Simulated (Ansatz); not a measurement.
A ladder of methods for BSiH5 (BH2(SiH3))

The species is BSiH5 (7 atoms), meant as a singlet with charge 0. SMILES: `[H]B([H])[SiH3]`. The coordinates come from a GFN2-xTB relaxation.

```
atom    x (Å)    y (Å)    z (Å)
   B   0.5955   1.0386   0.0060
   H   1.7651   1.0769   0.0274
   H   0.0392   2.0670  -0.0480
  Si  -0.3777  -0.6580   0.0184
   H  -1.7138  -0.6057   0.6330
   H   0.3005  -1.7642   0.7131
   H  -0.6090  -1.1546  -1.3498
```

Quantity: the vertical ionisation energy (to the doublet cation), in eV. The values are calculated.

```
           level                    kind  program  value (eV)  less FCI/STO-3G  CPU time (all runs)
       HF/STO-3G            Hartree–Fock   Ansatz        9.35            +0.01               0.22 s
   r2SCAN/STO-3G                meta-GGA   Ansatz        9.99            +0.65                8.4 s
    B3LYP/STO-3G           global hybrid   Ansatz       10.10            +0.76                4.4 s
CAM-B3LYP/STO-3G  range-separated hybrid   Ansatz       10.13            +0.79                4.5 s
  wB97M-V/STO-3G  range-separated hybrid   Ansatz       10.12            +0.78                 52 s
   B2PLYP/STO-3G           double hybrid   Ansatz        9.87            +0.53                4.1 s
     CCSD/STO-3G   coupled cluster or CI   Ansatz        9.36            +0.02               0.33 s
    CCSDT/STO-3G   coupled cluster or CI   Ansatz        9.34             0.00               0.93 s
      FCI/STO-3G      exact in the basis   Ansatz        9.34             0.00                 36 s
```

FCI/STO-3G is exact within its basis and frozen core, so for wave-function methods in that basis the difference is their error; functionals converge differently with the basis, so for them it is only a difference. The values span 9.34 to 10.13 eV. All rows use very small basis sets, so none should be taken for the real molecule's value. Times are those of the runs behind each value, whatever else they computed, on shared processors of several kinds: orders of magnitude only.

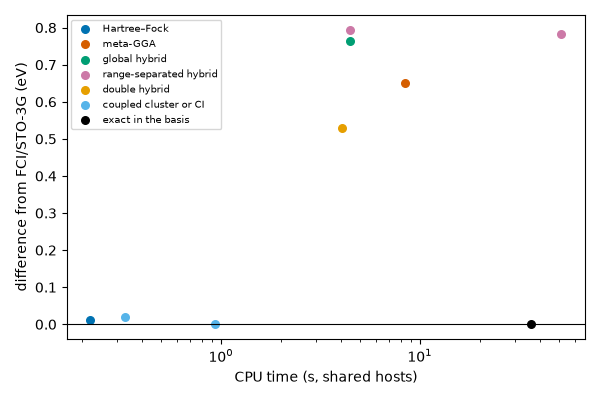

Difference from FCI/STO-3G against processor time, one point a level.
